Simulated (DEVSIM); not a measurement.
Device: Au/SiO2/p-Si capacitor, at 500 K.

```tsv
layer (left to right)	material	thickness (nm)	Na (cm⁻³)
1	SiO2	1.30	-
2	Si	830	4.8e17
```

Metal gate on the left, work function 5.1 eV. Fixed charge at the semiconductor interface 0 cm⁻² (in units of +e); no interface traps.

The device is made up for the run: typed textbook-type constants, with dimensions and the other settings drawn at random. Values at 300 K; Nc and Nv go as T^1.5, mobilities as T to minus their exponent, the gap by Varshni's rule with the affinity fixed.

```
parameter         SiO2        Si
----------------  ----  --------
gap (eV)             9     1.124
affinity (eV)      0.9      4.05
permittivity       3.9      11.7
Nc (cm⁻³)            -   2.86e19
Nv (cm⁻³)            -    3.1e19
Varshni α (eV/K)     -  0.000473
Varshni β (K)        -       636
```

Model (solved in DEVSIM): 1D Poisson equation in equilibrium, Boltzmann statistics, complete ionisation; no quantum confinement or tunnelling. Metal contacts follow the ideal Schottky-Mott rule: no Fermi-level pinning, no interface dipoles.

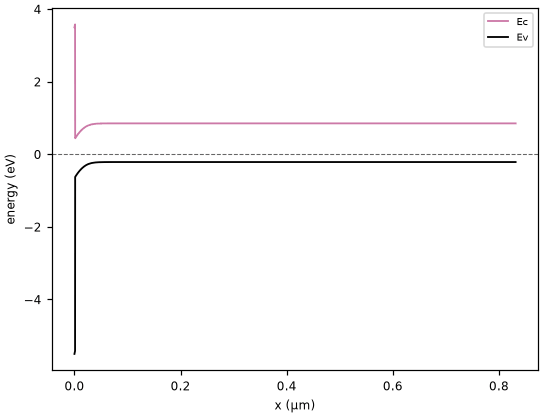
Band edges at 0.7 V on the gate

Energies count from the Fermi level of the right contact; mesh points crowd at the junctions.

```json
[
 {"x (μm)": "0.000", "Ec (eV)": "3.500", "Ev (eV)": "-5.500", "n (cm⁻³)": "< 1e2", "p (cm⁻³)": "< 1e2", "field (V/cm)": "700000"},
 {"x (μm)": "0.0005422", "Ec (eV)": "3.538", "Ev (eV)": "-5.462", "n (cm⁻³)": "< 1e2", "p (cm⁻³)": "< 1e2", "field (V/cm)": "700000"},
 {"x (μm)": "0.0009576", "Ec (eV)": "3.567", "Ev (eV)": "-5.433", "n (cm⁻³)": "< 1e2", "p (cm⁻³)": "< 1e2", "field (V/cm)": "700000"},
 {"x (μm)": "0.001611", "Ec (eV)": "0.448", "Ev (eV)": "-0.617", "n (cm⁻³)": "1.9e15", "p (cm⁻³)": "4.0e13", "field (V/cm)": "230000"},
 {"x (μm)": "0.003344", "Ec (eV)": "0.487", "Ev (eV)": "-0.578", "n (cm⁻³)": "7.6e14", "p (cm⁻³)": "9.9e13", "field (V/cm)": "220000"},
 {"x (μm)": "0.005835", "Ec (eV)": "0.539", "Ev (eV)": "-0.526", "n (cm⁻³)": "2.3e14", "p (cm⁻³)": "3.3e14", "field (V/cm)": "200000"},
 {"x (μm)": "0.01026", "Ec (eV)": "0.621", "Ev (eV)": "-0.445", "n (cm⁻³)": "3.4e13", "p (cm⁻³)": "2.2e15", "field (V/cm)": "170000"},
 {"x (μm)": "0.02217", "Ec (eV)": "0.769", "Ev (eV)": "-0.296", "n (cm⁻³)": "1.1e12", "p (cm⁻³)": "6.9e16", "field (V/cm)": "83000"},
 {"x (μm)": "0.03927", "Ec (eV)": "0.841", "Ev (eV)": "-0.224", "n (cm⁻³)": "2.0e11", "p (cm⁻³)": "3.7e17", "field (V/cm)": "15000"},
 {"x (μm)": "0.06967", "Ec (eV)": "0.853", "Ev (eV)": "-0.213", "n (cm⁻³)": "1.6e11", "p (cm⁻³)": "4.8e17", "field (V/cm)": "300"},
 {"x (μm)": "0.1237", "Ec (eV)": "0.853", "Ev (eV)": "-0.213", "n (cm⁻³)": "1.6e11", "p (cm⁻³)": "4.8e17", "field (V/cm)": "≈ 0"},
 {"x (μm)": "0.2689", "Ec (eV)": "0.853", "Ev (eV)": "-0.213", "n (cm⁻³)": "1.6e11", "p (cm⁻³)": "4.8e17", "field (V/cm)": "≈ 0"},
 {"x (μm)": "0.4689", "Ec (eV)": "0.853", "Ev (eV)": "-0.213", "n (cm⁻³)": "1.6e11", "p (cm⁻³)": "4.8e17", "field (V/cm)": "≈ 0"},
 {"x (μm)": "0.6278", "Ec (eV)": "0.853", "Ev (eV)": "-0.213", "n (cm⁻³)": "1.6e11", "p (cm⁻³)": "4.8e17", "field (V/cm)": "≈ 0"},
 {"x (μm)": "0.7352", "Ec (eV)": "0.853", "Ev (eV)": "-0.213", "n (cm⁻³)": "1.6e11", "p (cm⁻³)": "4.8e17", "field (V/cm)": "≈ 0"},
 {"x (μm)": "0.7777", "Ec (eV)": "0.853", "Ev (eV)": "-0.213", "n (cm⁻³)": "1.6e11", "p (cm⁻³)": "4.8e17", "field (V/cm)": "≈ 0"},
 {"x (μm)": "0.8016", "Ec (eV)": "0.853", "Ev (eV)": "-0.213", "n (cm⁻³)": "1.6e11", "p (cm⁻³)": "4.8e17", "field (V/cm)": "≈ 0"},
 {"x (μm)": "0.8151", "Ec (eV)": "0.853", "Ev (eV)": "-0.213", "n (cm⁻³)": "1.6e11", "p (cm⁻³)": "4.8e17", "field (V/cm)": "≈ 0"},
 {"x (μm)": "0.8245", "Ec (eV)": "0.853", "Ev (eV)": "-0.213", "n (cm⁻³)": "1.6e11", "p (cm⁻³)": "4.8e17", "field (V/cm)": "≈ 0"},
 {"x (μm)": "0.8280", "Ec (eV)": "0.853", "Ev (eV)": "-0.213", "n (cm⁻³)": "1.6e11", "p (cm⁻³)": "4.8e17", "field (V/cm)": "≈ 0"},
 {"x (μm)": "0.8299", "Ec (eV)": "0.853", "Ev (eV)": "-0.213", "n (cm⁻³)": "1.6e11", "p (cm⁻³)": "4.8e17", "field (V/cm)": "≈ 0"},
 {"x (μm)": "0.8313", "Ec (eV)": "0.853", "Ev (eV)": "-0.213", "n (cm⁻³)": "1.6e11", "p (cm⁻³)": "4.8e17", "field (V/cm)": "≈ 0"}
]
```
